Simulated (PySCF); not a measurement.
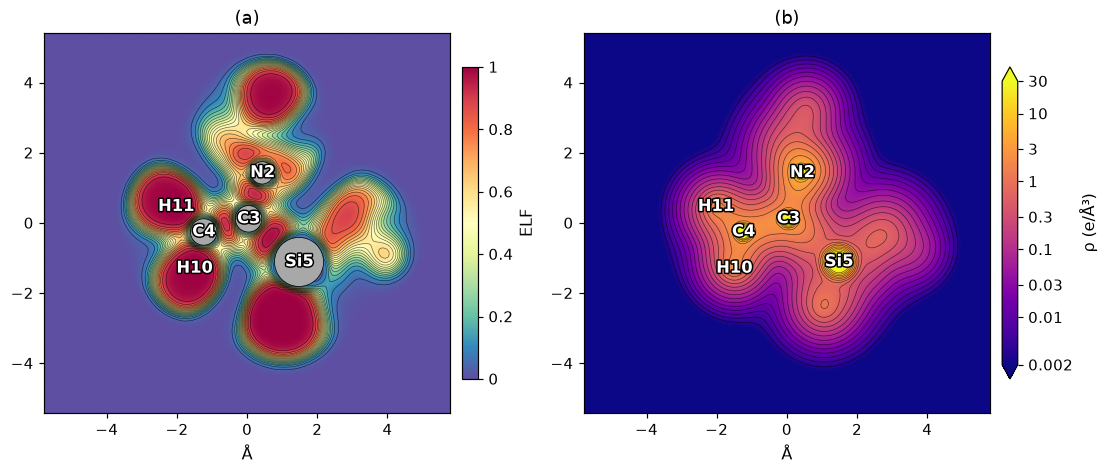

The picture shows: C3H7FN2Si. (a) electron localisation function; (b) total electron density on the plane of atoms C4, C3 and Si5. Grey discs cover the atomic cores in the ELF map.

Geometry: GFN2-xTB.

Computed with PySCF 2.14.0, B3LYP/def2-SVPD, SCF density, gas phase.

```xyz
14

C    -0.8911   -1.1478    1.6570
N    -0.8429   -0.7981    0.4549
C    -0.4783    0.4481    0.0052
C    -1.2323    1.5301    0.1964
Si    1.0843    0.4507   -1.0621
N     1.2361   -1.0989   -1.7648
F     2.3913    0.5841   -0.1208
H    -1.2013   -2.1575    1.8872
H    -0.6267   -0.5025    2.4984
H    -0.9846    2.4713   -0.2602
H    -2.1411    1.4915    0.7768
H     1.1615    1.6457   -1.8933
H     2.0874   -1.3631   -2.2317
H     0.4371   -1.5540   -2.1702
```

What does the map show?

The section cuts through N, C, Si and H sites. C–C (1.33 Å): ρ at the midpoint is about 2.3 e/Å³; the ELF peaks at about 0.95 between the atoms: a multiple bond. C–Si (1.89 Å): ρ at the midpoint is about 0.97 e/Å³; the ELF peaks at about 1 between the atoms: a shared electron pair. C–N (1.37 Å): ρ at the midpoint is about 2.3 e/Å³; the ELF peaks at about 0.95 between the atoms, as expected for localised, covalent bonding. The ELF also peaks beside N6 and N2, away from the bonds: lone-pair regions.
